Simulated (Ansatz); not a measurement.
# From HSE06 to G0W0: AlN (F-43m), part 2 of 2

Aim: the quasiparticle gap of AlN (F-43m), starting from HSE06.

Ansatz 0.2.0; HSE06, then G0W0 on it, plane waves, PAW. Known limits of the many-body steps: finite bands, screening cutoff and k mesh; no spin-orbit coupling in G0W0.

So far. Step 2 (The starting point: HSE06): Over mesh and listed points the gap is 4.554 eV, from k = Γ to k = (-0.500, -0.500, 0.000). The least direct gap found is 5.561 eV, at k = Γ.

In doubt: masses and optical values from hybrid runs of this build are listed as unsure (step 3), which bears on the screening that GW takes from such a start.

## (3) One-shot GW

G0W0 replaces the xc potential by a self-energy built once from the orbitals of the start. Levels are corrected in the window of bands that the input names, at points of the mesh.

This step: G0W0 on HSE06, plane waves, PAW; PAW set soft_1.

Input file input.yaml:

```yaml
crystal:
  lattice:
    - [0.0, 2.1839935596, 2.1839935596]
    - [2.1839935596, 0.0, 2.1839935596]
    - [2.1839935596, 2.1839935596, 0.0]
  atoms:
    - { symbol: Al, position: [0.0, 0.0, 0.0] }
    - { symbol: "N", position: [0.75, 0.75, 0.75] }
kpoints:
  mp_grid: { grid: [6, 6, 6] }
hamiltonian:
  xc: hse06
  pseudopotentials: { kind: paw, azcp: { folder: soft_1 } }
scf:
  occupations: { method: fixed }
gw:
  n_empty_bands: 62
  ecut_chi: 120
  qp_bands: [v2, c2]
  qp_kpoints: band_edges
  screening: { model: contour_deformation }
```

Started as:

```console
ansatz run input.yaml --threads 3 --pin off --max-ram 92160MiB --backend cuda --events-out ev --progress --plain --runs-dir out --devices 1 --max-vram 13GiB
```

Numbers of over 12 decimals in the logs are rounded to 6 here.

Log:

```text
GPUs: using 1 of 1 available (devices: 1).
[...]
GPU FFT provider: cuFFT
GPU libraries: cuBLAS 13.8.2, cuFFT 12.4.0, cuSOLVER 12.3.4
Crystal: 2 atoms, lattice volume = 20.835 Å³
Basis set: ecut = 420 eV, 411 PW (Γ)
Bands: 8, of which v1, the nominal top of the filled ones, is band 4 counted from 1 (3 counted from 0)
Symmetry: 24 space group operations
[...]
k-points: 16 of 216 (time reversal used)
[...]
GPU buffer pool allocated for 13824 grid points (all kernels)
[...]
SCF iter   1: F=—  HF=-925.657189 eV  |F-HF|=—  |Δ(HF+E_count)|=         —  Δρ=1.40e-1  dr2=4.95e0  ethr=1.00e-1  ⟨swp⟩=4.4  Hψ=502  notcnv=0
[...]
SCF iter   4: F=-924.201472 eV  HF=-924.202059 eV  |F-HF|=5.88e-4  |Δ(HF+E_count)|=   6.56e-3  Δρ=2.77e-3  dr2=7.65e-4  ethr=7.27e-4  ⟨swp⟩=2.0  Hψ=320  notcnv=0
SCF 1 stopped early in 4 iterations: F = -924.201472 eV  dr2 = 7.65e-4
[...]
GPU FFT provider: cuFFT
GPU libraries: cuBLAS 13.8.2, cuFFT 12.4.0, cuSOLVER 12.3.4
[...]
GPU buffer pool allocated for 13824 grid points (all kernels)
[...]
Frozen-core exchange: fock
SCF iter   1: F=—  HF=-924.665668 eV  |F-HF|=—  |Δ(HF+E_count)|=         —  Δρ=4.37e-3  dr2=3.75e-3  ethr=9.56e-5  ⟨swp⟩=4.6  Hψ=542  notcnv=0
[...]
SCF iter   5: F=-924.666786 eV  HF=-924.666787 eV  |F-HF|=2.62e-7  |Δ(HF+E_count)|=   2.56e-5  Δρ=7.66e-5  dr2=6.17e-7  ethr=9.47e-9  ⟨swp⟩=4.0  Hψ=499  notcnv=0
SCF 2 stopped early in 5 iterations: F = -924.666786 eV  dr2 = 6.17e-7
hybrid outer 1: dexx = +2.841e-3 eV, tail = 4.67e-6 eV
GPU FFT provider: cuFFT
GPU libraries: cuBLAS 13.8.2, cuFFT 12.4.0, cuSOLVER 12.3.4
GPU buffer pool allocated for 13824 grid points (all kernels)
[...]
Frozen-core exchange: fock
SCF iter   1: F=—  HF=-924.666771 eV  |F-HF|=—  |Δ(HF+E_count)|=         —  Δρ=1.50e-5  dr2=1.52e-8  ethr=2.92e-7  ⟨swp⟩=2.4  Hψ=330  notcnv=0
[...]
SCF iter   2: F=-924.666771 eV  HF=-924.666771 eV  |F-HF|=5.58e-9  |Δ(HF+E_count)|=   3.46e-8  Δρ=6.74e-6  dr2=6.10e-9  ethr=1.47e-10  ⟨swp⟩=4.2  Hψ=513  notcnv=0
SCF 3 converged in 2 iterations: F = -924.666771 eV  dr2 = 6.10e-9
[...]
NSCF: frozen V_eff on 16 k-points
Exchange-term sweep: 0 of 16 (spin, k) points
Exchange-term sweep: 1 of 16 (spin, k) points
Exchange-term sweep: 2 of 16 (spin, k) points
Exchange-term sweep: 3 of 16 (spin, k) points
Exchange-term sweep: 4 of 16 (spin, k) points
Exchange-term sweep: 5 of 16 (spin, k) points
Exchange-term sweep: 6 of 16 (spin, k) points
Exchange-term sweep: 7 of 16 (spin, k) points
Exchange-term sweep: 8 of 16 (spin, k) points
Exchange-term sweep: 9 of 16 (spin, k) points
Exchange-term sweep: 10 of 16 (spin, k) points
Exchange-term sweep: 11 of 16 (spin, k) points
Exchange-term sweep: 12 of 16 (spin, k) points
Exchange-term sweep: 13 of 16 (spin, k) points
Exchange-term sweep: 14 of 16 (spin, k) points
Exchange-term sweep: 15 of 16 (spin, k) points
Exchange-term sweep: 16 of 16 (spin, k) points
G₀W₀ screening: q 1/16
[... further progress lines ...]
[...]
Free energy (F): -924.666771 eV
Frozen-core exchange: fock
[...]
Internal energy: -924.666771 eV  (E = F + TS)
E sigma→0 (E₀):  -924.666771 eV
Fermi energy:    6.031893 eV
[...]
--- Band table (eV; the first three rows and the last of 16) ---
[...]
guard bands above this table: 2 of the run's 8 bands. The solve was not asked for them (output.publish_guard_bands: true or output.eigenvalues: true publishes all)
--- G₀W₀: contour deformation, 6 samples at zero and on the imaginary axis and 3 off it, 216 q-points, 62 empty bands' worth ---
  eigenvalues of the whole cell's RPA ε∞ on this k-mesh (on a slab, of 1 + 4πα/V) = 3.6814, 3.6814, 3.6814; static W/v taken at q = 0 is 0.271639
  bands read: the sum over 66 bands ends inside a degenerate multiplet in 4 slots, whose members it reads at an even weight; the widest, k=0: bands 65 to 67 (counted from 1) at 2/3 each
  gw.qp_kpoints: band_edges: 9 of 16 stored k-points solved, in 1 pass; an edge of the gap read off the rows below is read off those points alone
    valence top: of the k-points left out ik 4 came nearest to being solved in a further pass, in band 3 (counted from 1, as in the quasiparticle table): it holds the edge there only if its correction is more favourable than any solved in that band by at least 0.562 eV; those differ by 0.161 eV
    conduction bottom: of the k-points left out ik 15 came nearest to being solved in a further pass, in band 5 (counted from 1, as in the quasiparticle table): it holds the edge there only if its correction is more favourable than any solved in that band by at least 2.021 eV; those differ by 0.285 eV
    ik  band        ε_KS         Σx   Σc(E_QP)       V_xc       Z   E_QP_lin       E_QP  E_QP is
     0     3      6.0319   -21.7365     2.9414   -18.5450  0.8074     5.7815     5.7819  root
     0     4      6.0319   -21.7365     2.9414   -18.5450  0.8074     5.7815     5.7819  root
     0     5     11.5933    -9.4137    -3.7518   -13.7763  0.8377    12.2062    12.2041  root
     0     6     20.3272    -6.4318    -4.8149   -11.8987  0.8300    20.9829    20.9792  root
     1     3      5.8887   -21.7303     2.9685   -18.5016  0.8068     5.6280     5.6285  root
     1     4      5.8887   -21.7303     2.9685   -18.5016  0.8068     5.6280     5.6285  root
     1     5     13.0835    -9.6480    -3.9034   -14.2104  0.8304    13.7453    13.7427  root
     1     6     19.4112    -6.7629    -4.8086   -12.2055  0.8233    20.0486    20.0452  root
     2     3      5.6278   -21.7411     3.0216   -18.4432  0.8057     5.3509     5.3515  root
     2     4      5.6278   -21.7411     3.0216   -18.4432  0.8057     5.3509     5.3515  root
     2     5     14.5674    -8.3639    -4.2252   -13.2197  0.8329    15.2007    15.1980  root
     2     6     18.1882    -7.1648    -4.9752   -12.7221  0.8013    18.7745    18.7703  root
     3     3      5.5084   -21.7533     3.0458   -18.4251  0.8052     5.2254     5.2260  root
     3     4      5.5084   -21.7533     3.0458   -18.4251  0.8052     5.2254     5.2260  root
     3     5     14.9291    -7.7014    -4.2203   -12.5295  0.8421    15.5392    15.5369  root
     3     6     17.6678    -7.1005    -5.1112   -12.7494  0.7906    18.2096    18.2055  root
     7     3      4.0742   -20.9819     3.2107   -17.4028  0.7995     3.7046     3.7058  root
     7     4      5.4766   -21.7072     3.0398   -18.3813  0.8053     5.1899     5.1905  root
     7     5     15.5936    -7.1164    -4.4966   -12.1772  0.8198    16.1606    16.1579  root
     7     6     16.4460    -7.0008    -4.4335   -12.0164  0.8354    17.0306    17.0281  root
     8     3      4.7346   -21.1661     3.1150   -17.7100  0.8028     4.3925     4.3935  root
     8     4      5.8888   -21.8304     2.9780   -18.5958  0.8066     5.6317     5.6321  root
     8     5     14.5381    -9.2439    -4.2146   -14.1349  0.8220    15.2179    15.2145  root
     8     6     18.5236    -6.0074    -4.8005   -11.3291  0.8217    19.0475    19.0448  root
     9     3      4.5176   -21.2981     3.1793   -17.7664  0.8014     4.1641     4.1651  root
     9     4      4.5176   -21.2981     3.1793   -17.7664  0.8014     4.1641     4.1651  root
     9     5     12.1705    -6.2300    -3.8944   -10.5748  0.8445    12.6220    12.6208  root
     9     6     16.9200    -5.8747    -4.2864   -10.7165  0.8503    17.4773    17.4753  root
    10     3      3.3227   -20.5271     3.2863   -16.8303  0.7960     2.9105     2.9122  root
    10     4      4.4067   -21.3022     3.1962   -17.7492  0.8009     4.0488     4.0498  root
    10     5     12.0235    -6.1393    -3.8481   -10.4333  0.8453    12.4704    12.4693  root
    10     6     17.2217    -6.4725    -4.3549   -11.4291  0.8421    17.8259    17.8234  root
    12     3      4.1038   -21.2306     3.2455   -17.6122  0.7994     3.7298     3.7310  root
    12     4      4.1038   -21.2306     3.2455   -17.6122  0.7994     3.7298     3.7310  root
    12     5     10.5859    -5.6475    -3.6972    -9.7363  0.8521    10.9783    10.9775  root
    12     6     16.1214    -5.9422    -4.1920   -10.6816  0.8530    16.6707    16.6689  root
```

It took 22 s on 1 × NVIDIA H100 80GB HBM3 (shared by 6 runs) with 3 threads of AMD EPYC 7R13 (Zen 3), shared host; peak memory 1.1 GiB; 16 s of CPU time.

Numbers from this step:

```
bands summed                                    : 66
RPA ε∞ on this mesh (eigenvalues)               : 3.681, 3.681, 3.681
plane waves in the screening matrix             : 59
q-points in the mesh                            : 216
G0W0 gap over the corrected points              : 5.196 eV
k of the valence top                            : 0, 0, 0
k of the conduction bottom                      : 0, -0.5, -0.5
starting gap on the mesh                        : 4.554 eV
Z at the valence top                            : 0.8074
Z at the conduction bottom                      : 0.8521
least direct G0W0 gap over the corrected points : 6.422 eV
```

Over 9 of 16 irreducible mesh points the G0W0 gap is 5.196 eV, from k = Γ to k = (0.000, -0.500, -0.500). The HSE06 gap of this run on the mesh is 4.554 eV. The two states that bound the G0W0 gap lie that far apart at the start, so the correction of the gap is 5.196 − 4.554 = +0.642 eV.

Labels follow the order of the start: v1 is the top filled band, c1 the lowest empty one; levels that stay degenerate share a row, the window can cut a multiplet, doubted levels are not marked in this list, bands outside the window were not corrected, and the list may be a part of the corrected levels. Levels before and after the correction, in eV, zero at the valence-band top of each column:

```csv
,conduction bottom,valence top
HSE06,4.55,0.00
G0W0,5.20,0.00
```

```
                     level  occupation  energy (eV)
HSE06              Γ v2-v1           2        0.000
HSE06                 Γ c1           0        5.561
HSE06                 Γ c2           0       14.295
HSE06  (0 -0.5 -0.5) v2-v1           2       -1.928
HSE06     (0 -0.5 -0.5) c1           0        4.554
HSE06     (0 -0.5 -0.5) c2           0       10.089
 G0W0              Γ v2-v1           2        0.000
 G0W0                 Γ c1           0        6.422
 G0W0                 Γ c2           0       15.197
 G0W0  (0 -0.5 -0.5) v2-v1           2       -2.051
 G0W0     (0 -0.5 -0.5) c1           0        5.196
 G0W0     (0 -0.5 -0.5) c2           0       10.887
```

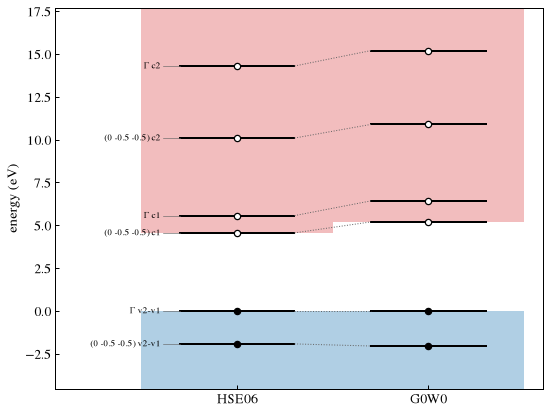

Levels before and after the correction. Shaded: valence and conduction bands. Filled marks are occupied levels, open marks empty ones.

The parts of the quasiparticle energy for the two states that bound the G0W0 gap, in eV on the run's own scale (QP = start + Σx + Σc − Vxc, with Σc at the quasiparticle energy):

| edge | k | band | start | Σx | Σc | Vxc | Z | QP |
| --- | --- | --- | --- | --- | --- | --- | --- | --- |
| valence top | Γ | 3 | 6.032 | −21.736 | 2.941 | −18.545 | 0.807 | 5.782 |
| conduction bottom | (0.000, -0.500, -0.500) | 5 | 10.586 | −5.647 | −3.697 | −9.736 | 0.852 | 10.977 |

For a hybrid start, Vxc holds its share of exact exchange.

## (4) The runs together

Each gap is the least one over the points named; times are wall times on shared hosts, not benchmarks. A G0W0 time includes the run's own self-consistent start. Runs with listed points see these and the mesh alone, so an edge that moves elsewhere is missed. Symmetry makes (-0.500, -0.500, 0.000) and (0.000, -0.500, -0.500) one point.

| level | mesh | files, cutoff | bands summed, screening | points | gap (eV) | valence top | conduction bottom | least direct gap (eV) | time |
| --- | --- | --- | --- | --- | --- | --- | --- | --- | --- |
| HSE06 | 6×6×6 | soft_1 PAW, 420 eV | - | mesh and listed points | 4.554 | Γ | (-0.500, -0.500, 0.000) | 5.561 | 16 s |
| G0W0@HSE06 | 6×6×6 | soft_1 PAW, 420 eV | 66, 120 eV | 9 of 16 irreducible mesh points | 5.196 | Γ | (0.000, -0.500, -0.500) | 6.422 | 22 s |

## (5) What came out

```json
{"HSE06 gap over mesh and listed points": "4.554 eV, from k = Γ to k = (-0.500, -0.500, 0.000)", "G0W0@HSE06 gap over 9 of 16 irreducible mesh points": "5.196 eV, from k = Γ to k = (0.000, -0.500, -0.500)", "GW settings": "6×6×6 mesh, 62 empty bands, screening to 120 eV, PAW set soft_1 files", "known limits": "finite bands, screening cutoff and k mesh; no spin-orbit coupling in G0W0"}
```

**Reading.** Over 9 of 16 irreducible mesh points the G0W0 gap is 5.196 eV, from k = Γ to k = (0.000, -0.500, -0.500). The HSE06 gap of this run on the mesh is 4.554 eV. The two states that bound the G0W0 gap lie that far apart at the start, so the correction of the gap is 5.196 − 4.554 = +0.642 eV. The valence state moves by 5.782 − 6.032 = −0.250 eV and the conduction state by 10.977 − 10.586 = +0.391 eV, on the run's own scale; how far single levels stand from their limit in bands is not shown. Both edges that HSE06 shows over mesh and listed points lie at k points where levels were corrected. Levels at other points were not corrected, so a lower G0W0 gap elsewhere in the zone is not ruled out. No second run with other bands and screening cutoff is shown, so the distance to the basis limit is not known. On another start, G0W0@PBE runs of this series (6×6×6 mesh, soft_1 PAW; not shown as steps) give 4.276 eV with 25 bands and 60 eV, 4.580 eV with 66 bands and 120 eV and 4.777 eV with 137 bands and 200 eV. G0W0 on other starts in this series, not shown as steps and not all at these settings: 4.580 eV on PBE (6×6×6, soft_1 PAW, 66 bands, 120 eV) and 5.397 eV on PBE0 (6×6×6, soft_1 PAW, 66 bands, 120 eV). The G0W0 runs are scalar-relativistic. No pair of G0W0 runs that differ in the mesh alone is shown (6×6×6 is a supercell whose nearest images lie 19 Å apart), so the error from the mesh is not known here. G0W0 is shown with one set of atomic data (soft_1 PAW), so the error from the files is not known here.

[Paths, hosts, dates, memory and timing lines, banners, echoed tables and standing remarks are left out of the program output.]

[Logs are printed without paths, hosts, clocks, repeated set-up lines and the standing remarks that a program may print on its own settings, such as how far it seeks lower states.]

[Runs of the session that timed out or met a known fault of the program may be left out.]

[Cells called generated may have been cut or substituted from an entry of the Crystallography Open Database or the Materials Project.]

[Hosts, paths, dates, database ids (printed as entryN), source tags and the programs' standing remarks are cut or masked in the printed files.]

[Where an RPA ε∞ is given, it is that of the G0W0 mesh and is not shown converged in it. Names of k-points follow the symmetry that the program found, which can be lower than the space group named. Band edges on a path are those of the sampled points; other points can move an edge, and change direct to indirect where valleys lie close.]

[Hybrid gaps are those of their k-mesh and are not shown converged in it.]
